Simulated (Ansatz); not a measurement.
# CH4SSi: molecular dynamics

Purpose: to follow the molecule's vibrations and see whether its bonds hold. The start is relaxed first. Runs: 311 steps of 0.5 fs under a Langevin thermostat, set from 700 K to 2100 K by a schedule. SMILES of the start: [SiH3]C=S.

Method: UKS PBE0-D4/STO-3G, in Ansatz 0.2.0.

## (1) Starting point

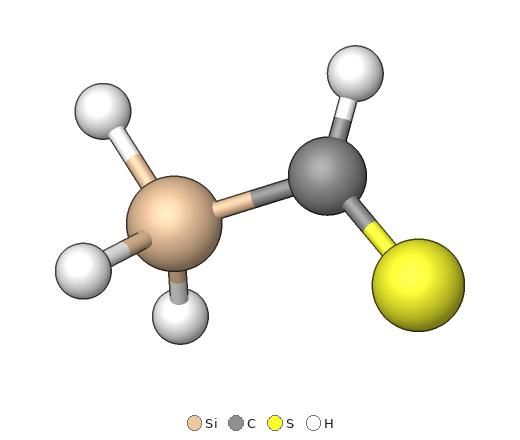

The starting structure, seen from a chosen angle (silicon light orange, carbon grey, sulfur yellow, hydrogen white).

Structure file:

```xyz
7

Si   -0.6209    0.2235   -0.2323
C     1.0196   -0.3375    0.2539
S     1.1364   -1.4175    1.4976
H    -1.4739   -0.8294   -0.7083
H    -0.5455    1.2141   -1.3971
H    -1.3543    1.0123    0.8562
H     1.8998    0.0664   -0.3157
```

## (2) Relaxing the start

Contents of input.yaml:

```yaml
crystal:
  periodic: [false, false, false]
  atoms:
    - { symbol: Si, position_ang: [-0.6209, 0.2235, -0.2323] }
    - { symbol: C, position_ang: [1.0196, -0.3375, 0.2539] }
    - { symbol: S, position_ang: [1.1364, -1.4175, 1.4976] }
    - { symbol: H, position_ang: [-1.4739, -0.8294, -0.7083] }
    - { symbol: H, position_ang: [-0.5455, 1.2141, -1.3971] }
    - { symbol: H, position_ang: [-1.3543, 1.0123, 0.8562] }
    - { symbol: H, position_ang: [1.8998, 0.0664, -0.3157] }
magnetization:
  spin_polarized: true
basis:
  gaussian: { orbitals: STO-3G }
hamiltonian:
  xc: pbe0
  dispersion: d4
relax:
  f_tol: 0.02
  max_steps: 40
```

Started as:

```bash
$ ansatz run input.yaml --threads 1 --pin off --max-ram 2048MiB --backend cpu --events-out ev --progress --plain --runs-dir out
```

Output, shortened:

```text
Warning: RAYON_NUM_THREADS=1 ignored (pool sized by the plan → 1); use --threads N
[...]
Functional definition: PBE0
[...]
350 factors; integrals over basis functions are off by at most 1.1e-5 eV
[...]
mean field -19581.30210995 eV, -719.5995798573 hartree, gradient 3.2e-5 eV, S^2 0.000000; 2 other end points of the search recorded, 0 dependent functions left out
[...]
reference -19581.30212294 eV, -719.5995803347 hartree; 20, 20 occupied and 7, 7 virtual orbitals, 350 factors
relax step   1: F+E_penalty+E_count = -19581.42109655 eV  Δ(F+E_penalty+E_count) = +0.000e0 eV  max|allowed force component| = 3.787e0 eV/Å  Δτ_max = 0.0000 Å  (42 SCF iters, accepted)
[...]
relax step   3: F+E_penalty+E_count = -19581.81850311 eV  Δ(F+E_penalty+E_count) = -4.264e-2 eV  max|allowed force component| = 2.734e-1 eV/Å  Δτ_max = 0.0595 Å  (26 SCF iters, accepted)
[...]
relax step   5: F+E_penalty+E_count = -19581.82370172 eV  Δ(F+E_penalty+E_count) = -2.608e-3 eV  max|allowed force component| = 9.520e-2 eV/Å  Δτ_max = 0.0145 Å  (28 SCF iters, accepted)
[...]
relax step   7: F+E_penalty+E_count = -19581.82419763 eV  Δ(F+E_penalty+E_count) = -2.853e-6 eV  max|allowed force component| = 2.610e-3 eV/Å  Δτ_max = 0.0007 Å  (21 SCF iters, accepted)
[...]
relax step   9: F+E_penalty+E_count = -19581.82421066 eV  Δ(F+E_penalty+E_count) = -9.810e-6 eV  max|allowed force component| = 1.244e-2 eV/Å  Δτ_max = 0.0048 Å  (25 SCF iters, accepted)
[...]
relax step  10: F+E_penalty+E_count = -19581.82429249 eV  Δ(F+E_penalty+E_count) = -8.183e-5 eV  max|allowed force component| = 5.355e-2 eV/Å  Δτ_max = 0.0345 Å  (27 SCF iters, accepted)
[...]
350 factors; integrals over basis functions are off by at most 1.3e-5 eV
mean field -19581.70697994 eV, -719.6144585552 hartree, gradient 1.5e-5 eV, S^2 0.000000; 0 other end points of the search recorded, 0 dependent functions left out
[...]
reference -19581.70699294 eV, -719.6144590330 hartree; 20, 20 occupied and 7, 7 virtual orbitals, 350 factors
```

## (3) More of the same log: start relaxed

The log, continued, shortened:

```text
relax step  11: F+E_penalty+E_count = -19581.82440447 eV  Δ(F+E_penalty+E_count) = -1.120e-4 eV  max|allowed force component| = 8.632e-2 eV/Å  Δτ_max = 0.0366 Å  (28 SCF iters, accepted)
[...]
relax step  17: F+E_penalty+E_count = -19581.83092507 eV  Δ(F+E_penalty+E_count) = -1.810e-3 eV  max|allowed force component| = 1.752e-1 eV/Å  Δτ_max = 0.0446 Å  (27 SCF iters, accepted)
[...]
relax step  18: F+E_penalty+E_count = -19581.83756228 eV  Δ(F+E_penalty+E_count) = -6.637e-3 eV  max|allowed force component| = 1.827e-2 eV/Å  Δτ_max = 0.1350 Å  (29 SCF iters, accepted)
350 factors; integrals over basis functions are off by at most 1.8e-5 eV
[...]
mean field -19581.72013207 eV, -719.6149418869 hartree, gradient 2.1e-5 eV, S^2 0.000000; 3 other end points of the search recorded, 0 dependent functions left out
[...]
reference -19581.72014509 eV, -719.6149423655 hartree; 20, 20 occupied and 7, 7 virtual orbitals, 350 factors
Total energy: -19581.83757531 eV, -719.6192578464 hartree
Atom 0 at    -0.678607     0.275422    -0.287081 Å, force    -0.001877    -0.008233     0.003320 eV/Å
Atom 1 at     0.983960    -0.338037     0.331149 Å, force     0.013919     0.003073     0.001255 eV/Å
Atom 2 at     1.283737    -1.705223     1.128807 Å, force     0.003789    -0.004715    -0.010763 eV/Å
Atom 3 at    -1.590856    -0.827956    -0.459759 Å, force    -0.018267    -0.010930     0.002137 eV/Å
Atom 4 at    -0.514800     0.970157    -1.542136 Å, force     0.004342     0.000861    -0.013649 eV/Å
Atom 5 at    -1.237967     1.198240     0.674322 Å, force    -0.004301     0.017142     0.004075 eV/Å
Atom 6 at     1.815734     0.359297     0.108998 Å, force     0.002395     0.002802     0.013624 eV/Å
Dipole moment:    -0.045325     0.153077    -0.088611 e Å
```

Run time: 2.1 min. Hardware: 1 thread of Intel Xeon at 2.50GHz (Skylake/Cascade Lake), shared host; peak memory 0.14 GiB.

Relaxation path:

```csv
step,energy from step 1 (eV),largest force component (eV/Å)
1,0.0000,3.7867
2,-0.3548,0.8082
3,-0.3974,0.2734
4,-0.4000,0.2647
5,-0.4026,0.0952
6,-0.4031,0.0067
7,-0.4031,0.0026
8,-0.4031,0.0043
9,-0.4031,0.0124
10,-0.4032,0.0536
11,-0.4033,0.0863
12,-0.4035,0.1005
13,-0.4057,0.0235
14x,-0.4049,0.1535
15,-0.4067,0.0240
16,-0.4080,0.2127
17,-0.4098,0.1752
18,-0.4165,0.0183
```

Step 1 is the start. 1 step was tried and not accepted (marked x).

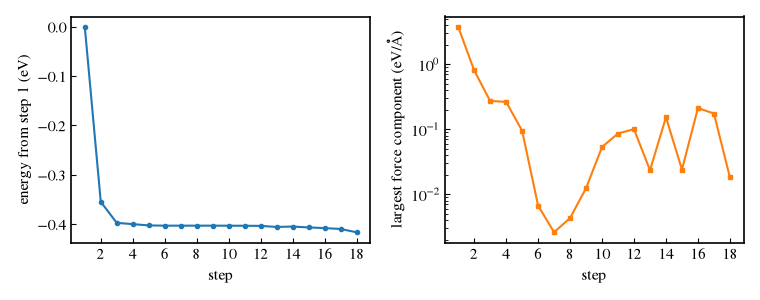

How energy and force went from step to step.

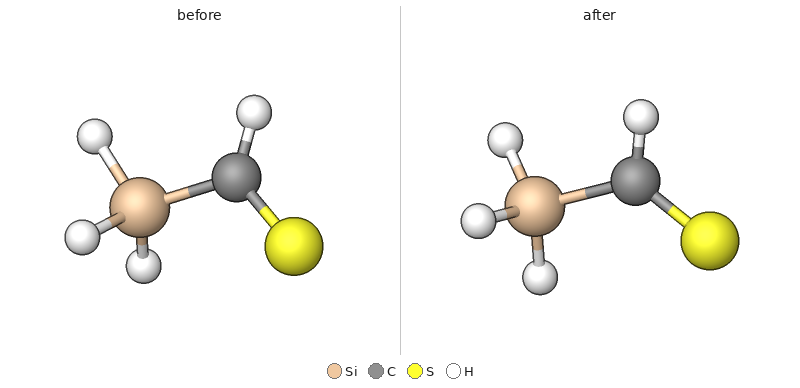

Before and after, at one scale.

After: Bond lengths: Si1–C2 1.877 Å, C2–S3 1.611 Å, Si1–H4 1.442 Å, Si1–H5 1.444 Å, Si1–H6 1.445 Å, C2–H7 1.108 Å. Angles: Si1–C2–S3 127.3°, Si1–C2–H7 113.2°, S3–C2–H7 119.6°, C2–Si1–H4 110.5°, C2–Si1–H5 110.1°, C2–Si1–H6 109.4°, H4–Si1–H5 109.6°, H4–Si1–H6 108.9°, H5–Si1–H6 108.4°.

## (4) The run

311 steps of 0.5 fs under a Langevin thermostat, set from 700 K to 2100 K by a schedule, from the relaxed start.

Contents of input.yaml:

```yaml
crystal:
  periodic: [false, false, false]
  atoms:
    - { symbol: Si, position_ang: [-0.678607, 0.275422, -0.287081] }
    - { symbol: C, position_ang: [0.98396, -0.338037, 0.331149] }
    - { symbol: S, position_ang: [1.283737, -1.705223, 1.128807] }
    - { symbol: H, position_ang: [-1.590856, -0.827956, -0.459759] }
    - { symbol: H, position_ang: [-0.5148, 0.970157, -1.542136] }
    - { symbol: H, position_ang: [-1.237967, 1.19824, 0.674322] }
    - { symbol: H, position_ang: [1.815734, 0.359297, 0.108998] }
magnetization:
  spin_polarized: true
basis:
  gaussian: { orbitals: STO-3G }
hamiltonian:
  xc: pbe0
  dispersion: d4
md:
  timestep: 0.5
  n_steps: 311
  ensemble: nvt_langevin
  temperature: 700.0
  initial_velocities: maxwell_boltzmann
  seed: 795138
  friction: 0.001
  temperature_schedule:
    - { n_steps: 77, end_temperature: 700.0 }
    - { n_steps: 233, end_temperature: 2100.0 }
```

Started as:

```bash
$ ansatz run input.yaml --threads 1 --pin off --max-ram 2048MiB --backend cpu --events-out ev --progress --plain --runs-dir out
```

Output, shortened:

```text
Warning: RAYON_NUM_THREADS=1 ignored (pool sized by the plan → 1); use --threads N
[...]
Functional definition: PBE0
[...]
353 factors; integrals over basis functions are off by at most 1.2e-5 eV
[...]
mean field -19581.72013149 eV, -719.6149418657 hartree, gradient 4.0e-5 eV, S^2 0.000000; 2 other end points of the search recorded, 0 dependent functions left out
[...]
reference -19581.72014429 eV, -719.6149423360 hartree; 20, 20 occupied and 7, 7 virtual orbitals, 353 factors
md step     0: t =     0.00 fs  T =   600.0 K (target 700.0 K)  F+E_penalty+E_count = -19581.83756171 eV  E_kin = 0.542892 eV  (41 SCF iters)
[...]
md step    19: t =     9.50 fs  T =   278.8 K (target 700.0 K)  F+E_penalty+E_count = -19581.54260050 eV  E_kin = 0.252306 eV  (26 SCF iters, 3 dispersion substeps)
[...]
md step    38: t =    19.00 fs  T =   288.6 K (target 700.0 K)  F+E_penalty+E_count = -19581.56889105 eV  E_kin = 0.261089 eV  (26 SCF iters, 3 dispersion substeps)
[...]
md step    57: t =    28.50 fs  T =   334.3 K (target 700.0 K)  F+E_penalty+E_count = -19581.56967229 eV  E_kin = 0.302458 eV  (26 SCF iters, 3 dispersion substeps)
[...]
md step    75: t =    37.50 fs  T =   270.4 K (target 700.0 K)  F+E_penalty+E_count = -19581.56696015 eV  E_kin = 0.244707 eV  (28 SCF iters, 3 dispersion substeps)
md step    76: t =    38.00 fs  T =   263.4 K (target 700.0 K)  F+E_penalty+E_count = -19581.55871276 eV  E_kin = 0.238362 eV  (26 SCF iters, 3 dispersion substeps)
```

## (5) More of the same log: dynamics from the start

Output, continued, shortened:

```text
md step    77: t =    38.50 fs  T =   270.3 K (target 700.0 K)  F+E_penalty+E_count = -19581.55092600 eV  E_kin = 0.244592 eV  (26 SCF iters, 3 dispersion substeps)
[...]
md step   101: t =    50.50 fs  T =   300.2 K (target 841.2 K)  F+E_penalty+E_count = -19581.60471341 eV  E_kin = 0.271630 eV  (26 SCF iters, 3 dispersion substeps)
[...]
md step   125: t =    62.50 fs  T =   415.0 K (target 985.4 K)  F+E_penalty+E_count = -19581.68568631 eV  E_kin = 0.375537 eV  (28 SCF iters, 3 dispersion substeps)
[...]
md step   149: t =    74.50 fs  T =   324.8 K (target 1129.6 K)  F+E_penalty+E_count = -19581.58579156 eV  E_kin = 0.293929 eV  (27 SCF iters, 3 dispersion substeps)
[...]
md step   173: t =    86.50 fs  T =   236.6 K (target 1273.8 K)  F+E_penalty+E_count = -19581.49639759 eV  E_kin = 0.214069 eV  (25 SCF iters, 3 dispersion substeps)
md step   174: t =    87.00 fs  T =   250.3 K (target 1279.8 K)  F+E_penalty+E_count = -19581.51138249 eV  E_kin = 0.226439 eV  (26 SCF iters, 3 dispersion substeps)
md step   175: t =    87.50 fs  T =   246.6 K (target 1285.8 K)  F+E_penalty+E_count = -19581.52332145 eV  E_kin = 0.223105 eV  (25 SCF iters, 3 dispersion substeps)
```

## (6) More of the same log: dynamics from the start

The log, continued, shortened:

```text
md step   176: t =    88.00 fs  T =   244.9 K (target 1291.8 K)  F+E_penalty+E_count = -19581.53411367 eV  E_kin = 0.221607 eV  (26 SCF iters, 3 dispersion substeps)
[...]
md step   196: t =    98.00 fs  T =   363.8 K (target 1412.0 K)  F+E_penalty+E_count = -19581.57127030 eV  E_kin = 0.329164 eV  (26 SCF iters, 3 dispersion substeps)
[...]
md step   216: t =   108.00 fs  T =   421.4 K (target 1532.2 K)  F+E_penalty+E_count = -19581.57993296 eV  E_kin = 0.381335 eV  (27 SCF iters, 3 dispersion substeps)
[...]
md step   236: t =   118.00 fs  T =   434.0 K (target 1652.4 K)  F+E_penalty+E_count = -19581.54035991 eV  E_kin = 0.392687 eV  (28 SCF iters, 3 dispersion substeps)
[...]
md step   310: t =   155.00 fs  T =   669.8 K (target 2097.0 K)  F+E_penalty+E_count = -19581.61010302 eV  E_kin = 0.606065 eV  (45 SCF iters, 3 dispersion substeps)
[...]
md step   311: t =   155.50 fs  T =   712.6 K (target 2100.0 K)  F+E_penalty+E_count = -19581.61783991 eV  E_kin = 0.644806 eV  (45 SCF iters, 3 dispersion substeps)
Total energy: -19581.61785292 eV, -719.6111831974 hartree
Atom 0 at    -0.645634     0.629492     0.170377 Å, force    -1.269534     0.171024    -0.725452 eV/Å
Atom 1 at     0.945105    -0.154600     0.618205 Å, force     2.654713    -2.463469     0.776010 eV/Å
Atom 2 at     1.287171    -1.720736     1.078432 Å, force    -0.773830     2.240986    -0.606810 eV/Å
Atom 3 at    -1.615933     0.647435     1.246555 Å, force     0.226173     0.019252     0.084984 eV/Å
Atom 4 at    -1.309732    -0.136918    -0.916988 Å, force     0.573001     0.710880     0.511216 eV/Å
Atom 5 at    -0.292849     1.999183    -0.177530 Å, force    -0.399380    -0.301889    -0.179518 eV/Å
Atom 6 at     1.854973     0.512648     0.487020 Å, force    -1.011143    -0.376785     0.139569 eV/Å
Dipole moment:    -0.065031     0.182283    -0.070908 e Å
```

Wall time 18 min (1 thread of Intel Xeon at 2.50GHz (Skylake/Cascade Lake), shared host); peak memory 0.11 GiB.

## (7) What the atoms did

The trajectory, every 16 steps (energies from step 0):

```csv
time (fs),T (K),potential energy change (meV/atom)
0.0,600,0.0
8.0,223,49.8
16.0,281,39.3
24.0,319,38.3
32.0,394,27.5
40.0,261,41.8
48.0,299,37.9
56.0,378,27.6
64.0,418,20.4
72.0,136,58.0
80.0,452,20.8
88.0,245,43.3
96.0,349,37.5
104.0,395,36.7
112.0,458,35.9
120.0,399,41.8
128.0,369,47.4
136.0,606,25.4
144.0,418,60.8
152.0,441,63.6
155.5,713,31.4
```

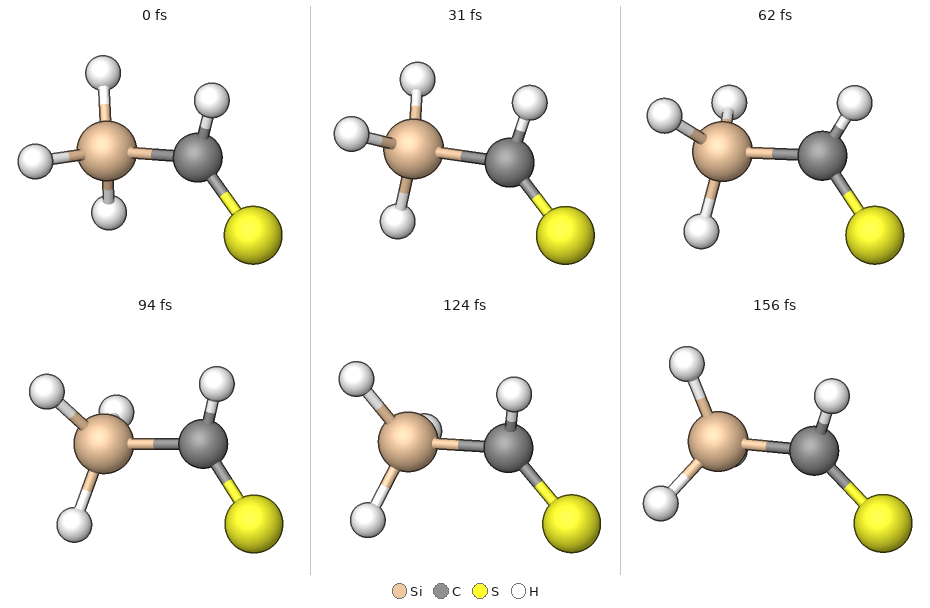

The system at six times, viewed from a free direction. Sticks join atoms within a bonding distance in each frame.

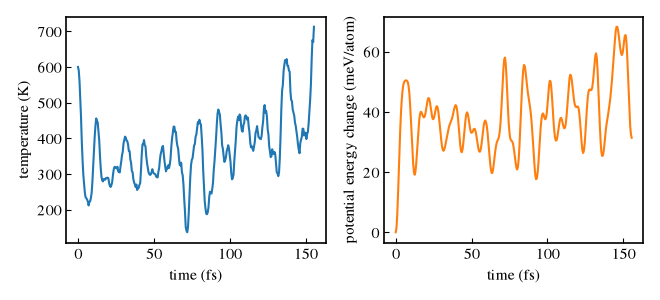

Traces against time; each panel has its own scale.

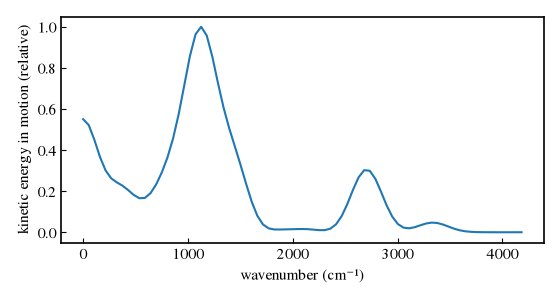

Power spectrum of the mass-weighted velocities; a run of 156 fs resolves no finer than about 430 cm⁻¹.

Maxima of the velocity power spectrum (cm⁻¹, relative height; resolution about 430 cm⁻¹): 1130 (100), 2680 (30).

## (8) Frames from the trajectory

Extended XYZ, with forces in eV/Å:

```xyz
7
time_fs=19.5 T=290 dE=0.2750
Si   -0.707    0.335   -0.277    1.217   -0.336   -0.405
C     0.953   -0.342    0.294    0.857   -2.981    1.837
S     1.306   -1.762    1.147   -0.907    2.964   -1.728
H    -1.675   -0.739   -0.205   -0.105    0.270   -0.276
H    -0.329    0.806   -1.618   -0.801   -0.200    0.413
H    -1.106    1.451    0.535   -0.153    0.172    0.094
H     1.823    0.243   -0.065   -0.107    0.112    0.064
7
time_fs=39.0 T=255 dE=0.2929
Si   -0.675    0.338   -0.237   -1.760    1.579    0.579
C     0.911   -0.413    0.266    2.200   -1.236    1.061
S     1.296   -1.754    1.115   -0.853    0.380   -0.430
H    -1.882   -0.404   -0.060   -0.031   -0.674    0.577
H    -0.821    0.676   -1.600    0.644    0.239   -1.024
H    -0.889    1.611    0.489    0.370   -0.768   -0.292
H     1.820    0.187    0.051   -0.571    0.480   -0.471
7
time_fs=58.5 T=318 dE=0.2573
Si   -0.693    0.364   -0.177    2.059   -1.219   -1.516
C     1.015   -0.404    0.255    0.395    0.458   -0.327
S     1.268   -1.751    1.078   -0.296   -1.127    0.684
H    -1.692   -0.511    0.366   -0.301    0.104    0.043
H    -0.749    0.431   -1.669   -0.250    0.097    1.206
H    -0.643    1.646    0.405   -0.452    1.010    0.318
H     1.989    0.072   -0.044   -1.156    0.677   -0.409
7
time_fs=78.0 T=411 dE=0.1899
Si   -0.647    0.361   -0.107   -1.139    1.586    1.728
C     1.018   -0.331    0.262    1.214   -0.505   -0.071
S     1.229   -1.727    1.080    0.278    0.938   -0.460
H    -1.614   -0.404    0.673    0.145    0.116   -0.468
H    -0.832    0.228   -1.496   -0.380   -0.092   -1.048
H    -0.872    1.803    0.276    0.494   -1.327   -0.450
H     1.871    0.216   -0.261   -0.614   -0.715    0.770
7
time_fs=97.0 T=339 dE=0.2764
Si   -0.665    0.400   -0.055   -1.146   -0.552   -2.097
C     1.028   -0.282    0.312   -0.691    0.251   -0.172
S     1.224   -1.696    1.075    0.763    0.577   -0.313
H    -1.724   -0.168    0.699   -0.237   -0.378    0.722
H    -1.132    0.170   -1.459    0.791    0.051    0.965
H    -0.726    1.795    0.092    0.163    1.176    0.305
H     1.780    0.454   -0.087    0.357   -1.124    0.591
7
time_fs=116.5 T=389 dE=0.3386
Si   -0.730    0.520   -0.041    2.313   -0.617    1.898
C     0.987   -0.283    0.422   -0.464    3.035   -1.369
S     1.279   -1.695    1.052    0.218   -1.853    0.775
H    -1.497   -0.073    1.048   -0.582    0.542   -0.607
H    -1.043    0.024   -1.339   -0.540    0.122   -0.494
H    -0.536    1.981    0.072   -0.512   -0.807   -0.257
H     1.842    0.424    0.223   -0.433   -0.420    0.055
7
time_fs=136.0 T=606 dE=0.1775
Si   -0.684    0.565    0.068   -0.928    1.187   -0.230
C     0.944   -0.223    0.506    1.450    0.593   -0.167
S     1.302   -1.693    1.049   -0.276   -0.247    0.123
H    -1.782    0.459    1.008    0.298   -0.434    0.119
H    -1.174    0.177   -1.216   -0.051   -0.727   -0.319
H    -0.562    1.986   -0.158    0.466    0.062    0.336
H     1.823    0.469    0.297   -0.960   -0.435    0.138
7
time_fs=155.5 T=713 dE=0.2197
Si   -0.646    0.629    0.170   -1.270    0.171   -0.726
C     0.945   -0.155    0.618    2.655   -2.463    0.776
S     1.287   -1.721    1.078   -0.774    2.241   -0.607
H    -1.616    0.647    1.247    0.226    0.019    0.085
H    -1.310   -0.137   -0.917    0.573    0.711    0.511
H    -0.293    1.999   -0.177   -0.399   -0.302   -0.179
H     1.855    0.513    0.487   -1.011   -0.377    0.140
```

## (9) Results

| quantity | value |
| --- | --- |
| relaxation of the start | 16 moves, 0.416 eV lower |
| length | 311 steps of 0.5 fs |
| temperature, first and last step | 600 and 713 K |
| temperature, second half | mean 412 K, from 187 to 713 K |
| potential energy, second half | +42 meV/atom from the start |
| bonds formed or broken | 0 |

**Reading.** The set-point goes from 700 to 2100 K in 156 fs, and the last tenth of the run averages 464 K. Such a rate, of order 10^16 K/s, is far beyond any furnace or quench, and the atoms lag the set-point. The bonding pattern survives the run. A run of 156 fs with 7 atoms shows the motion but fixes no equilibrium value. The nuclei move classically, without zero-point motion, which matters most for hydrogen. In so small a basis the energies are only a sketch.
